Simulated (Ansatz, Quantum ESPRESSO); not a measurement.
# Gate doping of 2H-MoTe2, 1 layer, part 2 of 7

Wanted: induced charge and band edges of 2H-MoTe2, 1 layer beside a charged plate.

Quantum ESPRESSO 7.5; plane-wave DFT, PBE, PseudoDojo fully relativistic norm-conserving pseudopotentials; geometry by Ansatz 0.2.0 with PAW datasets.

So far: The structure; Geometry from Ansatz.

## Step 3: Ground state: neutral sheet, no gate

The neutral sheet is the reference for densities and bands.

Level of this step: plane-wave DFT, PBE, PseudoDojo fully relativistic norm-conserving pseudopotentials (Quantum ESPRESSO 7.5).

Contents of g0.in:

```
&control
  prefix = 'g0'
  outdir = './out'
  pseudo_dir = './pseudo'
  calculation = 'scf'
  tprnfor = .true.
  tefield = .true.
  dipfield = .true.
/
&system
  ibrav = 0
  nat = 3
  ntyp = 2
  ecutwfc = 72
  ecutrho = 288
  occupations = 'smearing'
  smearing = 'fd'
  degauss = 0.002
  edir = 3
  emaxpos = 0.213032
  eopreg = 0.01
  eamp = 0.0
  nbnd = 58
  noncolin = .true.
  lspinorb = .true.
/
&electrons
  conv_thr = 1e-07
  mixing_beta = 0.4
  electron_maxstep = 120
  mixing_mode = 'local-TF'
/
ATOMIC_SPECIES
  Te  127.6000  Te.dojo-fr-pbe-0.4-standard.upf
  Mo  95.9500  Mo.dojo-fr-pbe-0.4-standard.upf
CELL_PARAMETERS angstrom
  3.55494921264795 0.00000000000000 -0.00000000000000
  -1.77747460632398 3.07867632731662 0.00000000000000
  -0.00000000000000 -0.00000000000000 25.77410263060000
ATOMIC_POSITIONS crystal
  Te  0.333333333333 0.666666666667 0.429852891555
  Mo  0.000000000000 -0.000000000000 0.499999994385
  Te  0.333333333333 0.666666666667 0.570147114060
K_POINTS automatic
  12 12 1 0 0 0
```

The run is started by

```sh
$ OMP_NUM_THREADS=1 mpirun -n 8 pw.x -nk 8 -in g0.in > g0.out
```

The log of the run:

```text
Program PWSCF v.7.5 starts
[citation notice left out]

     Parallel version (MPI & OpenMP), running on       8 processor cores
     Number of MPI processes:                 8
     Threads/MPI process:                     1

     MPI processes distributed on     1 nodes
[...]
Current dimensions of program PWSCF are:
     Max number of different atomic species (ntypx) = 10
     Max number of k-points (npk) =  40000
     Max angular momentum in pseudopotentials (lmaxx) =  4
     Presently no symmetry can be used with electric field

     K-points division:     npool     =       8
     Subspace diagonalization in iterative solution of the eigenvalue problem:
     a serial algorithm will be used

     G-vector sticks info
     --------------------
     sticks:   dense  smooth     PW     G-vecs:    dense   smooth      PW
     Sum         889     889    283               156743   156743   26841

     Using Slab Decomposition

     bravais-lattice index     =            0
     lattice parameter (alat)  =       6.7179  a.u.
     unit-cell volume          =    1903.6083 (a.u.)^3
     number of atoms/cell      =            3
     number of atomic types    =            2
     number of electrons       =        46.00
     number of Kohn-Sham states=           58
     kinetic-energy cutoff     =      72.0000  Ry
     charge density cutoff     =     288.0000  Ry
     scf convergence threshold =      1.0E-07
     mixing beta               =       0.4000
     number of iterations used =            8  local-TF  mixing
     Exchange-correlation= PBE
                           (   1   4   3   4   0   0   0)
     Non magnetic calculation with spin-orbit

     celldm(1)=   6.717880  celldm(2)=   0.000000  celldm(3)=   0.000000
     celldm(4)=   0.000000  celldm(5)=   0.000000  celldm(6)=   0.000000

     crystal axes: (cart. coord. in units of alat)
               a(1) = (   1.000000   0.000000  -0.000000 )
               a(2) = (  -0.500000   0.866025   0.000000 )
               a(3) = (  -0.000000  -0.000000   7.250203 )

     reciprocal axes: (cart. coord. in units 2 pi/alat)
               b(1) = (  1.000000  0.577350  0.000000 )
               b(2) = (  0.000000  1.154701  0.000000 )
               b(3) = (  0.000000  0.000000  0.137927 )

     PseudoPot. # 1 for Te read from file:
     ./pseudo/Te.dojo-fr-pbe-0.4-standard.upf
     Pseudo is Norm-conserving + core correction, Zval = 16.0
     Generated using ONCVPSP code by D. R. Hamann
     Using radial grid of 1324 points, 10 beta functions with:
                l(1) =   0
                l(2) =   0
                l(3) =   1
                l(4) =   1
                l(5) =   1
                l(6) =   1
                l(7) =   2
                l(8) =   2
                l(9) =   2
               l(10) =   2

     PseudoPot. # 2 for Mo read from file:
     ./pseudo/Mo.dojo-fr-pbe-0.4-standard.upf
     Pseudo is Norm-conserving + core correction, Zval = 14.0
     Generated using ONCVPSP code by D. R. Hamann
     Using radial grid of 1640 points, 10 beta functions with:
                l(1) =   0
                l(2) =   0
                l(3) =   1
                l(4) =   1
                l(5) =   1
                l(6) =   1
                l(7) =   2
                l(8) =   2
                l(9) =   2
               l(10) =   2

     atomic species   valence    mass     pseudopotential
     Te               16.00   127.60000     Te( 1.00)
     Mo               14.00    95.95000     Mo( 1.00)

     No symmetry found

   Cartesian axes

     site n.     atom                  positions (alat units)
         1        Te     tau(   1) = (  -0.0000000   0.5773503   3.1165206  )
         2        Mo     tau(   2) = (   0.0000000   0.0000000   3.6251013  )
         3        Te     tau(   3) = (  -0.0000000   0.5773503   4.1336822  )

     number of k points=    74  Fermi-Dirac smearing, width (Ry)=  0.0020
                       cart. coord. in units 2pi/alat
        k(    1) = (   0.0000000   0.0000000   0.0000000), wk =   0.0069444
        k(    2) = (   0.0000000   0.0962250   0.0000000), wk =   0.0138889
        k(    3) = (   0.0000000   0.1924501   0.0000000), wk =   0.0138889
        k(    4) = (   0.0000000   0.2886751   0.0000000), wk =   0.0138889
        k(    5) = (   0.0000000   0.3849002   0.0000000), wk =   0.0138889
        k(    6) = (   0.0000000   0.4811252   0.0000000), wk =   0.0138889
        k(    7) = (   0.0000000  -0.5773503   0.0000000), wk =   0.0069444
        k(    8) = (   0.0833333   0.0481125   0.0000000), wk =   0.0138889
        k(    9) = (   0.0833333   0.1443376   0.0000000), wk =   0.0138889
        k(   10) = (   0.0833333   0.2405626   0.0000000), wk =   0.0138889
[...]
k(   74) = (  -0.5000000  -0.8660254   0.0000000), wk =   0.0069444

     Dense  grid:   156743 G-vectors     FFT dimensions: (  40,  40, 270)

     Estimated max dynamical RAM per process >     852.48 MB

     Estimated total dynamical RAM >       5.61 GB

     Initial potential from superposition of free atoms

     starting charge      45.9981, renormalised to      46.0000

     negative rho (up, down):  1.198E-04 0.000E+00

     Adding external electric field

     Computed dipole along edir(3) :
        Dipole                0.0000 Ry au,          0.0000 Debye
        Dipole field          0.0000 Ry au,

        Potential amp.       -0.0000 Ry
        Total length         48.2189 bohr

     Starting wfcs are   56 randomized atomic wfcs +    2 random wfcs

     total cpu time spent up to now is       28.3 secs

     per-process dynamical memory:   579.6 Mb

     Self-consistent Calculation

     iteration #  1     ecut=    72.00 Ry     beta= 0.40
     Davidson diagonalization with overlap
     ethr =  1.00E-02,  avg # of iterations =  4.6

     Threshold (ethr) on eigenvalues was too large:
     Diagonalizing with lowered threshold

     Davidson diagonalization with overlap
     ethr =  3.65E-04,  avg # of iterations =  3.5

     negative rho (up, down):  5.217E-08 0.000E+00

     Adding external electric field

     Computed dipole along edir(3) :
        Dipole               -0.0185 Ry au,         -0.0469 Debye
        Dipole field         -0.0001 Ry au,

        Potential amp.        0.0118 Ry
        Total length         48.2189 bohr

     total cpu time spent up to now is      206.8 secs

     total energy              =    -559.85354395 Ry
     estimated scf accuracy    <       0.17751606 Ry

     iteration #  2     ecut=    72.00 Ry     beta= 0.40
[...]
negative rho (up, down):  1.203E-03 0.000E+00

[...]
Dipole               -0.0255 Ry au,         -0.0647 Debye
[...]
total energy              =    -559.84253845 Ry
     estimated scf accuracy    <       0.00008321 Ry

     iteration # 12     ecut=    72.00 Ry     beta= 0.40
[...]
negative rho (up, down):  1.348E-03 0.000E+00

[...]
Dipole               -0.0120 Ry au,         -0.0306 Debye
[...]
total energy              =    -559.84254008 Ry
     estimated scf accuracy    <       0.00004709 Ry

     iteration # 13     ecut=    72.00 Ry     beta= 0.40
[...]
negative rho (up, down):  7.994E-04 0.000E+00

[...]
Dipole               -0.0027 Ry au,         -0.0068 Debye
[...]
total energy              =    -559.84253578 Ry
     estimated scf accuracy    <       0.00001374 Ry

     iteration # 14     ecut=    72.00 Ry     beta= 0.40
[...]
negative rho (up, down):  6.755E-04 0.000E+00

[...]
Dipole               -0.0017 Ry au,         -0.0042 Debye
[...]
total energy              =    -559.84253588 Ry
     estimated scf accuracy    <       0.00000528 Ry

     iteration # 15     ecut=    72.00 Ry     beta= 0.40
[...]
negative rho (up, down):  1.515E-04 0.000E+00

[...]
Dipole               -0.0000 Ry au,         -0.0000 Debye
[...]
total energy              =    -559.84253604 Ry
     estimated scf accuracy    <       0.00000140 Ry

     iteration # 16     ecut=    72.00 Ry     beta= 0.40
[...]
negative rho (up, down):  8.745E-05 0.000E+00

[...]
Dipole                0.0000 Ry au,          0.0001 Debye
[...]
total energy              =    -559.84253611 Ry
     estimated scf accuracy    <       0.00000020 Ry

     iteration # 17     ecut=    72.00 Ry     beta= 0.40
[...]
Dipole               -0.0002 Ry au,         -0.0005 Debye
[...]
End of self-consistent calculation

          k = 0.0000 0.0000 0.0000 ( 19553 PWs)   bands (ev):

   -60.8969 -60.8969 -37.5750 -37.5750 -37.5714 -37.5714 -37.5261 -37.5261
   -37.5188 -37.5188 -36.7080 -36.7080 -36.1198 -36.1198 -36.1072 -36.1072
   -36.0827 -36.0827 -36.0709 -36.0709 -36.0528 -36.0528 -36.0395 -36.0395
   -34.2302 -34.2302 -34.1433 -34.1433 -12.7597 -12.7597 -11.8199 -11.8199
    -5.1547  -5.1547  -2.1737  -2.1737  -1.8428  -1.8428  -1.7169  -1.7169
    -1.2747  -1.2747  -0.9714  -0.9714  -0.6229  -0.6229   2.4801   2.4801
     2.7811   2.7811   3.1304   3.1304   3.3826   3.3826   3.9549   3.9549
     4.2397   4.2399

          k = 0.0000 0.0962 0.0000 ( 19533 PWs)   bands (ev):

   -60.8963 -60.8963 -37.5745 -37.5745 -37.5713 -37.5713 -37.5257 -37.5257
   -37.5191 -37.5191 -36.7119 -36.7119 -36.1199 -36.1196 -36.1077 -36.1074
   -36.0816 -36.0816 -36.0701 -36.0701 -36.0525 -36.0522 -36.0385 -36.0381
   -34.2298 -34.2298 -34.1487 -34.1487 -12.6663 -12.6663 -11.7551 -11.7551
    -5.0527  -5.0527  -2.3137  -2.3137  -1.9935  -1.9935  -1.7582  -1.7582
    -1.3127  -1.3127  -0.9663  -0.9663  -0.6308  -0.6308   2.2920   2.2920
     2.4211   2.4212   2.9898   2.9898   3.0320   3.0320   4.1234   4.1249
     4.3525   4.3544

          k = 0.0000 0.1925 0.0000 ( 19614 PWs)   bands (ev):

   -60.8949 -60.8949 -37.5732 -37.5732 -37.5709 -37.5709 -37.5246 -37.5245
   -37.5197 -37.5197 -36.7223 -36.7223 -36.1198 -36.1193 -36.1079 -36.1074
   -36.0801 -36.0801 -36.0680 -36.0679 -36.0515 -36.0508 -36.0350 -36.0345
   -34.2296 -34.2296 -34.1628 -34.1628 -12.3952 -12.3952 -11.5674 -11.5674
    -4.7721  -4.7721  -2.7543  -2.7543  -2.4958  -2.4958  -1.6126  -1.6126
    -1.5588  -1.5588  -1.0301  -1.0301  -0.7156  -0.7156   1.6908   1.6908
     1.9113   1.9113   2.4535   2.4535   3.0991   3.0991   4.4367   4.4380
     4.6828   4.6844

          k = 0.0000 0.2887 0.0000 ( 19628 PWs)   bands (ev):

   -60.8929 -60.8929 -37.5715 -37.5715 -37.5703 -37.5702 -37.5231 -37.5230
   -37.5204 -37.5203 -36.7365 -36.7365 -36.1187 -36.1181 -36.1074 -36.1068
   -36.0798 -36.0797 -36.0651 -36.0650 -36.0500 -36.0493 -36.0300 -36.0295
   -34.2323 -34.2323 -34.1784 -34.1784 -11.9771 -11.9771 -11.2799 -11.2799
    -4.4362  -4.4362  -3.4398  -3.4398  -3.1310  -3.1310  -1.9178  -1.9178
    -1.4929  -1.4928  -1.1503  -1.1503  -0.9510  -0.9510   1.2728   1.2728
     1.8659   1.8659   2.0369   2.0369   3.2444   3.2444   4.8805   4.8812
     5.2071   5.2081

          k = 0.0000 0.3849 0.0000 ( 19624 PWs)   bands (ev):

   -60.8910 -60.8910 -37.5704 -37.5703 -37.5693 -37.5692 -37.5225 -37.5224
   -37.5200 -37.5199 -36.7506 -36.7506 -36.1166 -36.1160 -36.1067 -36.1062
   -36.0801 -36.0801 -36.0627 -36.0625 -36.0486 -36.0480 -36.0251 -36.0247
   -34.2409 -34.2409 -34.1877 -34.1877 -11.4776 -11.4776 -10.9432 -10.9432
    -4.6458  -4.6458  -3.9330  -3.9330  -3.6550  -3.6550  -2.2191  -2.2191
    -1.7068  -1.7068  -1.1654  -1.1654  -0.8561  -0.8561   1.2482   1.2482
     1.4970   1.4970   2.4100   2.4100   3.3421   3.3421   5.2853   5.2854
     5.5962   5.5969

          k = 0.0000 0.4811 0.0000 ( 19656 PWs)   bands (ev):

   -60.8895 -60.8895 -37.5700 -37.5699 -37.5681 -37.5681 -37.5228 -37.5228
   -37.5189 -37.5188 -36.7609 -36.7609 -36.1142 -36.1138 -36.1065 -36.1061
   -36.0806 -36.0806 -36.0610 -36.0609 -36.0475 -36.0472 -36.0216 -36.0214
   -34.2512 -34.2512 -34.1904 -34.1904 -11.0276 -11.0276 -10.6509 -10.6509
    -5.3028  -5.3028  -4.5158  -4.5158  -3.5567  -3.5567  -2.4228  -2.4228
    -1.8415  -1.8415  -1.0692  -1.0692  -0.6076  -0.6076   1.2446   1.2446
     1.4031   1.4031   2.8476   2.8476   3.3883   3.3883   4.2555   4.2555
     5.7844   5.7845

[...]
the Fermi energy is     0.3652 ev

!    total energy              =    -559.84253579 Ry
     estimated scf accuracy    <       0.00000004 Ry
     smearing contrib. (-TS)   =      -0.00000000 Ry
     internal energy E=F+TS    =    -559.84253579 Ry

     The total energy is F=E-TS. E is the sum of the following terms:
     one-electron contribution =   -3613.12755976 Ry
     hartree contribution      =    1805.26201185 Ry
     xc contribution           =    -119.11877645 Ry
     ewald contribution        =    1367.14178857 Ry
     electric field correction =       0.00000000 Ry

     convergence has been achieved in  17 iterations

     Forces acting on atoms (cartesian axes, Ry/au):

     atom    1 type  1   force =     0.00000010   -0.00000008   -0.00342250
     atom    2 type  2   force =    -0.00000005    0.00000008    0.00001989
     atom    3 type  1   force =    -0.00000005   -0.00000000    0.00340260

     Total force =     0.004826     Total SCF correction =     0.000391

[...]
=------------------------------------------------------------------------------=
   JOB DONE.
=------------------------------------------------------------------------------=
[key lines of the parts left out:]
Dipole field         -0.0000 Ry au,
```

It took 29 min on 8 MPI ranks of Arm Neoverse N1, shared host; peak memory 5.7 GiB.

Numbers from this step:

| Property | Result |
| --- | --- |
| free energy | -7617.0457 eV |
| Fermi energy | 0.3652 eV |
| dipole along the normal | -1.04e-4 e·Å |

The run needed 17 iterations to bring the estimated error under 1e-07 Ry.

## Step 4: Density by pp.x

plot_num = 0 writes the valence density.

Contents of g0.rho.in:

```
&inputpp
  prefix = 'g0'
  outdir = './out'
  filplot = 'g0.rho.dat'
  plot_num = 0
/
```

The run is started by

```sh
$ OMP_NUM_THREADS=1 mpirun -n 8 pp.x -in g0.rho.in > g0.rho.out
```

The log of the run:

```text
[banner, memory and clock lines left out]
Program POST-PROC v.7.5 starts

          URL

     ./out/g0.save/

     IMPORTANT: XC functional enforced from input :
     Exchange-correlation= PBE
                           (   1   4   3   4   0   0   0)
     Any further DFT definition will be discarded
     Please, verify this is what you really want

     Adding external electric field

     Computed dipole along edir(3) :
        Dipole               -0.0002 Ry au,         -0.0005 Debye
        Dipole field         -0.0000 Ry au,

        Potential amp.        0.0001 Ry
        Total length         48.2189 bohr

     Calling punch_plot, plot_num =   0
     Writing data to file  g0.rho.dat
     Message from routine chdens:
     namelist plot not found or invalid, exiting
```

Elapsed: 1.3 s, on 8 MPI ranks; peak memory 0.09 GiB.

This step gave:

* electrons by integration: 46.00 e

The valence density, planar mean oscillates, so the rows of the table below give means over windows of 2.5 Å about each position, cut where the curve ends. Its maxima inside the range that stand out by 2 % of the span (Å: e/Å³): 11.2: 1.19, 13.0: 0.970, 14.6: 1.19. Its minima: 11.9: 0.367, 13.8: 0.367.

Mean over planes. Table of valence density, planar mean by z; means over each step:

| z (Å) | valence density, planar mean (e/Å³) |
| --- | --- |
| 5.0 | 0 |
| 7.5 | 6.2e-4 |
| 10.0 | 0.374 |
| 12.5 | 0.718 |
| 15.0 | 0.583 |
| 17.5 | 0.00532 |
| 20.0 | 5.6e-6 |

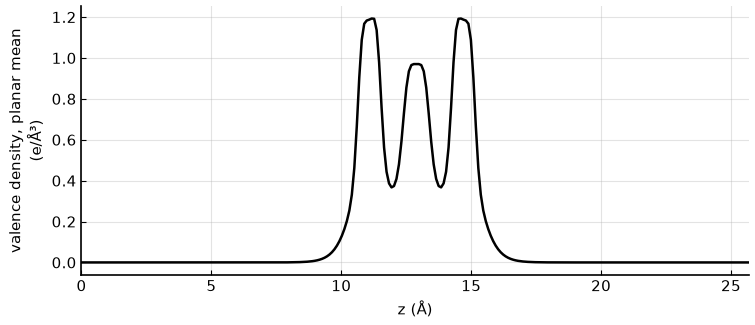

Valence density, planar mean, plotted against z.

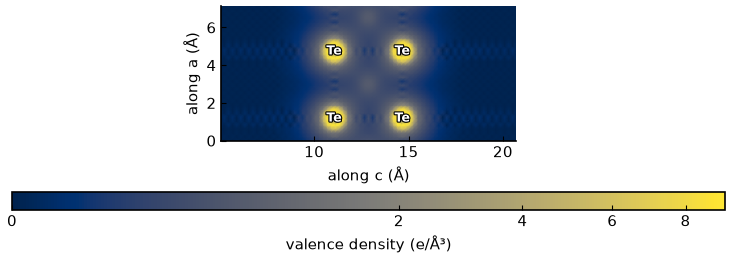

Valence density in the ca plane at fractional y = 0.667, with atoms of Te within 0.2 Å of it. It is the smooth field of the valence electrons, not physical close to the nuclei. The colour scale is stretched toward low values. The far vacuum is left out of the map.

## Step 5: Potential by pp.x

The neutral sheet's potential is written as the reference.

Contents of g0.pot.in:

```
&inputpp
  prefix = 'g0'
  outdir = './out'
  filplot = 'g0.pot.dat'
  plot_num = 11
/
```

The run is started by

```sh
$ OMP_NUM_THREADS=1 mpirun -n 8 pp.x -in g0.pot.in > g0.pot.out
```

Run time: 1.3 s. Hardware: 8 MPI ranks; peak memory 0.12 GiB; 9.1 s of CPU time.

(Part 2 of 7 ends here.)

[Logs are printed without paths, hosts, clocks, repeated set-up lines and the standing remarks that a program may print on its own settings, such as how far it seeks lower states.]

[Hosts, paths, dates, database ids (printed as entryN), source tags and the programs' standing remarks are cut or masked in the printed files.]

[Maps of the electrostatic potential energy from Ansatz leave out the sawtooth potential of an applied field or a dipole correction, so their vacuum need not be flat; planar profiles and work functions include it.]
